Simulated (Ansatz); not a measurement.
```sh
ansatz run in.yaml --threads 2 --pin off --events-out ev --progress --plain --max-ram 4352MiB
```

```yaml
crystal:
  periodic: [false, false, false]
  atoms:
    - {symbol: O, position_ang: [-1.692989, -0.381833, -0.460526]}
    - {symbol: Ge, position_ang: [0.203161, 0.883532, -0.413594]}
    - {symbol: S, position_ang: [1.030718, -0.650080, 1.064109]}
    - {symbol: H, position_ang: [-1.381976, -1.007383, 0.214222]}
    - {symbol: H, position_ang: [-1.734913, -0.875800, -1.286331]}
    - {symbol: H, position_ang: [-0.494676, 1.635128, 0.799320]}
    - {symbol: H, position_ang: [1.741058, -1.356483, 0.168906]}
basis:
  gaussian: {orbitals: def2-TZVPP}
hamiltonian: {xc: {name: wB97M-V}}
```

What structure does this define?

Formula GeH₄OS. Judged by distances it falls into 2 fragments: H2O, GeH2S. The point group is C1. Coordination: 1 O bent; 1 Ge bent; 1 S bent.

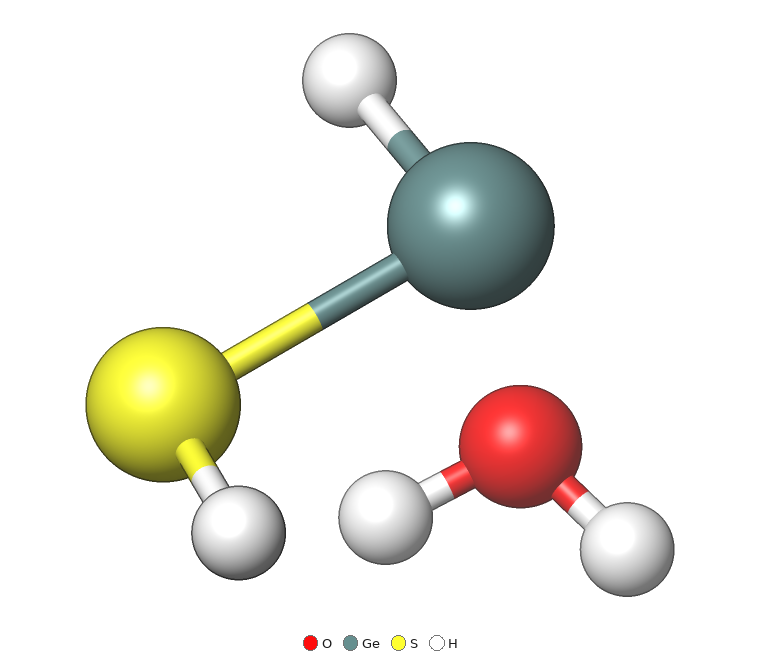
